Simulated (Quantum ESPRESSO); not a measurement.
# Magnetic state of NiCl2 from several starts, part 2 of 2

Does NiCl2 prefer parallel or opposed moments?

Quantum ESPRESSO 7.5; LDA with U = 6 eV on Ni d (ortho-atomic projectors); plane waves with GBRV 1.5 LDA potentials, no spin-orbit coupling.

So far, absolute magnetization (μB): step 2 (run 1, typed as ferro +) 2.04.

The database entry behind the starting cell differs from later determinations by our own check (an axis about 1.8 % long against later determinations), so it need not match the best structure at ambient conditions.

## 3. Start 2: antiferro q=(0,0,1/2) +−

This order needs a doubled cell of 6 atoms. The wavevector q is in fractions of the reciprocal vectors of the crystal's primitive cell, as the cells of these inputs are built from it; moments change sign between cells as cos(2π q·R).

Input file pw.in:

```
&CONTROL
  calculation = 'scf'
  prefix = 'pwscf'
  outdir = './tmp'
  pseudo_dir = './pseudo'
  disk_io = 'nowf'
/
&SYSTEM
  ibrav = 0
  nat = 6
  ntyp = 3
  ecutwfc = 40
  ecutrho = 280
  nbnd = 43
  occupations = 'smearing'
  smearing = 'fd'
  degauss = 0.00367493
  nspin = 2
  starting_magnetization(1) = 0.1111
  starting_magnetization(2) = -0.1111
  starting_magnetization(3) = 0
/
&ELECTRONS
  conv_thr = 1.2d-08
  electron_maxstep = 150
  mixing_beta = 0.3
/
ATOMIC_SPECIES
Ni1    58.6934 ni_lda_v1.4.uspp.F.UPF
Ni2    58.6934 ni_lda_v1.4.uspp.F.UPF
Cl     35.4500 cl_lda_v1.4.uspp.F.UPF
CELL_PARAMETERS angstrom
   1.7715000000    1.0227760019    5.7783333333
  -1.7715000000    1.0227760019    5.7783333333
   0.0000000000   -4.0911040074   11.5566666666
ATOMIC_POSITIONS crystal
Ni1     0.0000000000    0.0000000000    0.0000000000
Ni2     0.0000000000    0.0000000000    0.5000000000
Cl      0.2500000000    0.2500000000    0.1250000000
Cl      0.2500000000    0.2500000000    0.6250000000
Cl      0.7500000000    0.7500000000    0.3750000000
Cl      0.7500000000    0.7500000000    0.8750000000
K_POINTS automatic
6 6 3 0 0 0
HUBBARD {ortho-atomic}
U Ni1-3d 6.0000
U Ni2-3d 6.0000
```

Run with:

```sh
> OMP_NUM_THREADS=1 mpirun -n 4 pw.x -nk 4 -in pw.in > pw.out
```

The program printed:

```text
[banner, memory and clock lines left out]
Program PWSCF v.7.5 starts

     Message from routine setup:
     using ibrav=0 with symmetry is DISCOURAGED, use correct ibrav instead

     bravais-lattice index     =            0
     lattice parameter (alat)  =      11.5835  a.u.
     unit-cell volume          =     847.8170 (a.u.)^3
     number of atoms/cell      =            6
     number of atomic types    =            3
     number of electrons       =        64.00
     number of Kohn-Sham states=           43
     kinetic-energy cutoff     =      40.0000  Ry
     charge density cutoff     =     280.0000  Ry
     scf convergence threshold =      1.2E-08
     mixing beta               =       0.3000
     number of iterations used =            8  plain     mixing
     Exchange-correlation=  SLA  PZ   NOGX NOGC
                           (   1   1   0   0   0   0   0)
     Hubbard projectors: ortho-atomic
     Hubbard parameters of DFT+U (Dudarev formulation) in eV:
     U(Ni1-3d) =  6.0000
     U(Ni2-3d) =  6.0000

     Internal variables: lda_plus_u =T, lda_plus_u_kind = 0

     Internal variables: orbital_resolved =F, hub_pot_fix =F, apply_U = F

     celldm(1)=  11.583485  celldm(2)=   0.000000  celldm(3)=   0.000000
     celldm(4)=   0.000000  celldm(5)=   0.000000  celldm(6)=   0.000000

     crystal axes: (cart. coord. in units of alat)
               a(1) = (   0.289002   0.166855   0.942676 )
               a(2) = (  -0.289002   0.166855   0.942676 )
               a(3) = (   0.000000  -0.667421   1.885351 )

     reciprocal axes: (cart. coord. in units 2 pi/alat)
               b(1) = (  1.730092  0.998869  0.353603 )
               b(2) = ( -1.730092  0.998869  0.353603 )
               b(3) = (  0.000000 -0.998869  0.176802 )

     PseudoPot. # 1 for Ni read from file:
     ni_lda_v1.4.uspp.F.UPF
     Pseudo is Ultrasoft + core correction, Zval = 18.0

     PseudoPot. # 2 for Ni read from file:
     ni_lda_v1.4.uspp.F.UPF
     Pseudo is Ultrasoft + core correction, Zval = 18.0

     PseudoPot. # 3 for Cl read from file:
     cl_lda_v1.4.uspp.F.UPF
     Pseudo is Ultrasoft + core correction, Zval =  7.0

     atomic species   valence    mass     pseudopotential
     Ni1              18.00    58.69340     Ni( 1.00)
     Ni2              18.00    58.69340     Ni( 1.00)
     Cl                7.00    35.45000     Cl( 1.00)

     Starting magnetic structure
     atomic species   magnetization
     Ni1             0.111
     Ni2            -0.111
     Cl              0.000

      4 Sym. Ops., with inversion, found

   Cartesian axes

     site n.     atom                  positions (alat units)
         1        Ni1    tau(   1) = (   0.0000000   0.0000000   0.0000000  )
         2        Ni2    tau(   2) = (   0.0000000  -0.3337107   0.9426755  )
         3        Cl     tau(   3) = (   0.0000000   0.0000000   0.7070066  )
         4        Cl     tau(   4) = (   0.0000000  -0.3337107   1.6496822  )
         5        Cl     tau(   5) = (   0.0000000   0.0000000   2.1210199  )
         6        Cl     tau(   6) = (   0.0000000  -0.3337107   3.0636955  )

     number of k points=    34  Fermi-Dirac smearing, width (Ry)=  0.0037
                       cart. coord. in units 2pi/alat
        k(    1) = (   0.0000000   0.0000000   0.0000000), wk =   0.0092593
        k(    2) = (   0.0000000  -0.3329564   0.0589339), wk =   0.0185185
        k(    3) = (  -0.2883487   0.1664782   0.0589339), wk =   0.0370370
        k(    4) = (  -0.2883487  -0.1664782   0.1178678), wk =   0.0370370
        k(    5) = (  -0.2883487   0.4994346  -0.0000000), wk =   0.0370370
        [... 29 further k-points ...]

     Dense  grid:    67141 G-vectors     FFT dimensions: (  64,  64, 125)

     Smooth grid:    29049 G-vectors     FFT dimensions: (  48,  48,  96)

     Check: negative core charge=   -0.000006
     Generating pointlists ...
     new r_m :   0.1685 (alat units)  1.9521 (a.u.) for type    1
     new r_m :   0.1685 (alat units)  1.9521 (a.u.) for type    2
     new r_m :   0.1685 (alat units)  1.9521 (a.u.) for type    3

     Initial potential from superposition of free atoms

     starting charge      60.0000, renormalised to      64.0000

     negative rho (up, down):  3.178E-02 3.178E-02

     STARTING HUBBARD OCCUPATIONS:

     =================== HUBBARD OCCUPATIONS ===================
     ------------------------ ATOM    1 ------------------------
     Tr[ns(  1)] (up, down, total) =   5.00000  3.00000  8.00000
     Atomic magnetic moment for atom   1 =   2.00000
     [... lines left out ...]
     ------------------------ ATOM    2 ------------------------
     Tr[ns(  2)] (up, down, total) =   3.00000  5.00000  8.00000
     Atomic magnetic moment for atom   2 =  -2.00000
     [... lines left out ...]
     Number of occupied Hubbard levels =   16.0000

     Atomic wfc used for Hubbard projectors are orthogonalized

     Starting wfcs are   42 randomized atomic wfcs +    1 random wfcs

     Self-consistent Calculation

     iteration #  1     ecut=    40.00 Ry     beta= 0.30
     Davidson diagonalization with overlap
     ethr =  1.00E-02,  avg # of iterations =  7.0

     =================== HUBBARD OCCUPATIONS ===================
     ------------------------ ATOM    1 ------------------------
     Tr[ns(  1)] (up, down, total) =   3.67859  0.50586  4.18445
     Atomic magnetic moment for atom   1 =   3.17273
     [... lines left out ...]
     ------------------------ ATOM    2 ------------------------
     Tr[ns(  2)] (up, down, total) =   0.50282  3.67679  4.17961
     Atomic magnetic moment for atom   2 =  -3.17397
     [... lines left out ...]
     Number of occupied Hubbard levels =    8.3641

     negative rho (up, down):  3.101E-02 3.100E-02

     total energy              =    -804.29303978 Ry
     estimated scf accuracy    <      44.71976984 Ry

     total magnetization       =    -0.01 Bohr mag/cell
     absolute magnetization    =     7.02 Bohr mag/cell

     iteration #  2     ecut=    40.00 Ry     beta= 0.30
     Davidson diagonalization with overlap
     ethr =  1.00E-02,  avg # of iterations =  3.6

     negative rho (up, down):  2.969E-02 2.968E-02

     total energy              =    -816.82899624 Ry
     estimated scf accuracy    <      31.19305268 Ry

     total magnetization       =    -0.00 Bohr mag/cell
     absolute magnetization    =     0.33 Bohr mag/cell

     [... further iterations left out ...]

     iteration # 20     ecut=    40.00 Ry     beta= 0.30
     Davidson diagonalization with overlap
     ethr =  8.47E-11,  avg # of iterations =  2.1

     negative rho (up, down):  2.840E-02 2.841E-02

     total energy              =    -819.52020844 Ry
     estimated scf accuracy    <       0.00000002 Ry

     total magnetization       =     0.00 Bohr mag/cell
     absolute magnetization    =     3.80 Bohr mag/cell

     iteration # 21     ecut=    40.00 Ry     beta= 0.30
     Davidson diagonalization with overlap
     ethr =  2.39E-11,  avg # of iterations =  2.0

     negative rho (up, down):  2.840E-02 2.841E-02

     Magnetic moment per site  (integrated on atomic sphere of radius R)
     atom   1 (R=0.169)  charge= 16.2978  magn=  1.6725
     atom   2 (R=0.169)  charge= 16.2975  magn= -1.6725
     atom   3 (R=0.169)  charge=  5.4411  magn=  0.0452
     atom   4 (R=0.169)  charge=  5.4414  magn= -0.0452
     atom   5 (R=0.169)  charge=  5.4414  magn= -0.0452
     atom   6 (R=0.169)  charge=  5.4411  magn=  0.0452

     End of self-consistent calculation

     =================== HUBBARD OCCUPATIONS ===================
     ------------------------ ATOM    1 ------------------------
     Tr[ns(  1)] (up, down, total) =   4.98088  3.31217  8.29305
     Atomic magnetic moment for atom   1 =   1.66871
     [... lines left out ...]
     ------------------------ ATOM    2 ------------------------
     Tr[ns(  2)] (up, down, total) =   3.31217  4.98088  8.29305
     Atomic magnetic moment for atom   2 =  -1.66871
     [... lines left out ...]
     Number of occupied Hubbard levels =   16.5861

     [... lines left out ...]
     the Fermi energy is     4.9219 ev

!    total energy              =    -819.52020844 Ry
     estimated scf accuracy    <          9.2E-09 Ry
     smearing contrib. (-TS)   =      -0.00000000 Ry
     internal energy E=F+TS    =    -819.52020844 Ry

     The total energy is F=E-TS. E is the sum of the following terms:
     one-electron contribution =    -723.33600727 Ry
     hartree contribution      =     380.84287480 Ry
     xc contribution           =    -107.26520087 Ry
     ewald contribution        =    -369.90567799 Ry
     Hubbard energy            =       0.14380289 Ry

     total magnetization       =    -0.00 Bohr mag/cell
     absolute magnetization    =     3.80 Bohr mag/cell

     convergence has been achieved in  21 iterations
```

Elapsed: 3.2 min, on 4 MPI ranks of Arm Neoverse V2, shared host; peak memory 0.81 GiB; 13 min of CPU time.

Spin moment in the atom's sphere by atom:

| atom | spin moment in the atom's sphere (μB) |
| --- | --- |
| Ni1 | 1.67 |
| Ni2 | -1.67 |
| Cl3 | 0.05 |
| Cl4 | -0.05 |
| Cl5 | -0.05 |
| Cl6 | 0.05 |

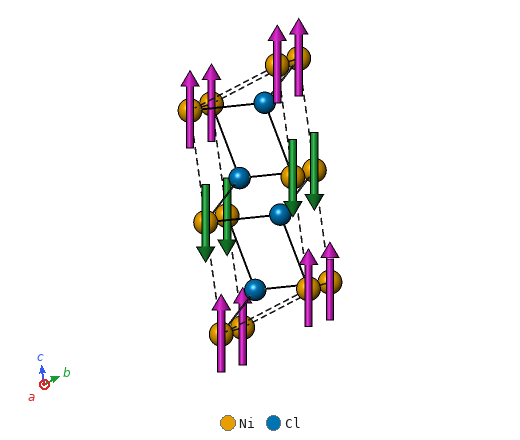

Spin moment in the atom's sphere as arrows, the longest 1.67 μB. Up and down stand for the sign. Arrows give size and sign along the axis of quantisation, drawn up and down the page. The two directions have two colours. Bonds to atoms that aren't drawn are left out. Some periodic images of atoms are drawn too.

Read from the output:

```yaml
smearing_term_ts: 2.96e-11 eV
magnetization: 0 μB
absolute_magnetization: 3.803 μB
final_state: antiferromagnetic
```

## 4. Start 3: antiferro q=(1/2,1/2,1/2) +−

The cell is doubled to 6 atoms to hold this order.

Input file pw.in:

```
&CONTROL
  calculation = 'scf'
  prefix = 'pwscf'
  outdir = './tmp'
  pseudo_dir = './pseudo'
  disk_io = 'nowf'
/
&SYSTEM
  ibrav = 0
  nat = 6
  ntyp = 3
  ecutwfc = 40
  ecutrho = 280
  nbnd = 43
  occupations = 'smearing'
  smearing = 'fd'
  degauss = 0.00367493
  nspin = 2
  starting_magnetization(1) = 0.1111
  starting_magnetization(2) = -0.1111
  starting_magnetization(3) = 0
/
&ELECTRONS
  conv_thr = 1.2d-08
  electron_maxstep = 150
  mixing_beta = 0.3
/
ATOMIC_SPECIES
Ni1    58.6934 ni_lda_v1.4.uspp.F.UPF
Ni2    58.6934 ni_lda_v1.4.uspp.F.UPF
Cl     35.4500 cl_lda_v1.4.uspp.F.UPF
CELL_PARAMETERS angstrom
   3.5430000000    2.0455520038   11.5566666666
   0.0000000000    2.0455520038   11.5566666666
   1.7715000000   -1.0227760018   11.5566666666
ATOMIC_POSITIONS crystal
Ni1     0.0000000000    0.0000000000    0.0000000000
Ni2     0.5000000000    0.0000000000    0.0000000000
Cl      0.8750000000    0.2500000000    0.2500000000
Cl      0.3750000000    0.2500000000    0.2500000000
Cl      0.6250000000    0.7500000000    0.7500000000
Cl      0.1250000000    0.7500000000    0.7500000000
K_POINTS automatic
3 6 6 0 0 0
HUBBARD {ortho-atomic}
U Ni1-3d 6.0000
U Ni2-3d 6.0000
```

The program printed:

```text
     [... lines left out ...]
Program PWSCF v.7.5 starts
     [... lines left out ...]
     number of atoms/cell      =            6
     [... lines left out ...]
     number of electrons       =        64.00
     number of Kohn-Sham states=           43
     kinetic-energy cutoff     =      40.0000  Ry
     charge density cutoff     =     280.0000  Ry
     scf convergence threshold =      1.2E-08
     [... lines left out ...]
     12 Sym. Ops., with inversion, found
     [... lines left out ...]
     number of k points=    16  Fermi-Dirac smearing, width (Ry)=  0.0037
     [... lines left out ...]
     iteration # 18     ecut=    40.00 Ry     beta= 0.30
     [... lines left out ...]
     Magnetic moment per site  (integrated on atomic sphere of radius R)
     atom   1 (R=0.084)  charge= 16.3001  magn=  1.6652
     atom   2 (R=0.084)  charge= 16.3002  magn= -1.6652
     atom   3 (R=0.084)  charge=  5.4407  magn= -0.1328
     atom   4 (R=0.084)  charge=  5.4406  magn=  0.1328
     atom   5 (R=0.084)  charge=  5.4406  magn=  0.1328
     atom   6 (R=0.084)  charge=  5.4407  magn= -0.1328
     [... lines left out ...]
     Tr[ns(  1)] (up, down, total) =   4.98089  3.31706  8.29795
     [... lines left out ...]
     Tr[ns(  2)] (up, down, total) =   3.31706  4.98089  8.29795
     [... lines left out ...]
     the Fermi energy is     4.9167 ev
!    total energy              =    -819.52154172 Ry
     estimated scf accuracy    <          7.1E-09 Ry
     smearing contrib. (-TS)   =      -0.00000000 Ry
     [... lines left out ...]
     total magnetization       =     0.00 Bohr mag/cell
     absolute magnetization    =     4.04 Bohr mag/cell
     convergence has been achieved in  18 iterations
```

Elapsed: 4.6 min, on 4 MPI ranks; peak memory 1.4 GiB; 18 min of CPU time.

Spin moment in the atom's sphere by atom:

| atom | spin moment in the atom's sphere (μB) |
| --- | --- |
| Ni1 | 1.67 |
| Ni2 | -1.67 |
| Cl3 | -0.13 |
| Cl4 | 0.13 |
| Cl5 | 0.13 |
| Cl6 | -0.13 |

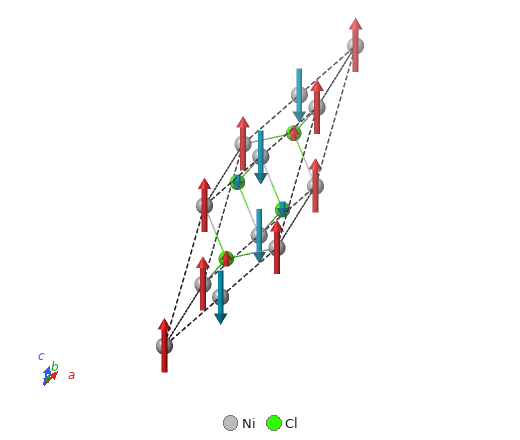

Spin moment in the atom's sphere as arrows, the longest 1.67 μB. Up and down stand for the sign. Arrows give size and sign along the axis of quantisation, drawn up and down the page. Each arrow also spans its atom, so small moments look longer than they are. The two directions have two colours. Bonds to atoms that aren't drawn are left out. Some periodic images of atoms are drawn too.

This step gave:

| Quantity | Value |
| --- | --- |
| smearing term TS | 1.84e-11 eV |
| magnetization | 0 μB |
| absolute magnetization | 4.042 μB |
| final state | antiferromagnetic |

## 5. Ranking

An order is kept where moments of 0.15 μB or more survive with the typed signs; meshes match where a doubled cell samples the same k points as the first cell.

Orders:

| start | final state | typed order kept | energy over the lowest (meV a seeded atom) | largest site moment (μB) | net moment (μB a cell of the first run) | mesh matched | CPU time (s) |
| --- | --- | --- | --- | --- | --- | --- | --- |
| ferro + | ferromagnetic | yes | 2.386 | 1.667 | 2 | yes | 151.3 |
| antiferro q=(0,0,1/2) +- | antiferromagnetic | yes | 9.07 | 1.672 | 0 | yes | 775.5 |
| antiferro q=(1/2,1/2,1/2) +- | antiferromagnetic | yes | 0 | 1.665 | 0 | yes | 1102 |

## 6. Occupations of the corrected shells in the lowest state

Occupations of the Hubbard shells:

| block | type | shell | spin | electrons | occupation numbers |
| --- | --- | --- | --- | --- | --- |
| 1 | Ni1 | 3d | up | 4.981 | 0.995 0.995 0.996 0.997 0.997 |
| 1 | Ni1 | 3d | down | 3.317 | 0.172 0.172 0.991 0.991 0.991 |
| 2 | Ni2 | 3d | up | 3.317 | 0.172 0.172 0.991 0.991 0.991 |
| 2 | Ni2 | 3d | down | 4.981 | 0.995 0.995 0.996 0.997 0.997 |

## 7. Outcome

| Quantity | Value |
| --- | --- |
| lowest state found | antiferromagnetic (from antiferro q=(1/2,1/2,1/2) +-) |
| largest site moment | 1.67 μB |
| next state with moments | ferromagnetic, 2.39 meV a seeded atom higher |

The two lowest states lie so close that the mesh, the smearing, the functional or spin–orbit coupling could swap them. Only these 3 starts were compared; other wavevectors, canted and longer-period orders were not.

[Logs and program files are shortened in this print: banners, set-up blocks, solver, clock and traceback lines can be left out without a mark of their own.]

[Logs are printed without paths, hosts, clocks, repeated set-up lines and the standing remarks that a program may print on its own settings, such as how far it seeks lower states.]

[Hosts, paths, dates, database ids (printed as entryN), source tags and the programs' standing remarks are cut or masked in the printed files.]

[Where a cell is said to come from a database of computed structures, the database is the Materials Project.]
